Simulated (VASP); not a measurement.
Band structure of HfB2 (AlB2 type). Level of theory: LDA (Ceperley-Alder, Perdew-Zunger), VASP's LDA PAW potentials (set 64) (plane waves; VASP 6.6.1).

Unless said otherwise, spin-orbit coupling is left out, though it shifts the bands of the heavy elements here.

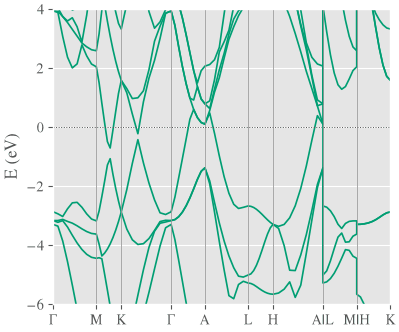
Fig. 1. Bands along high-symmetry lines, zero at the valence-band maximum or, without a gap, the Fermi level

Read the plot: is there a gap, and where are the band edges?

It has no gap at this level: it comes out as a metal or semimetal. (Edges off the drawn lines would not show.)

The compound is HfB2 in the AlB2 type structure. It was relaxed first.
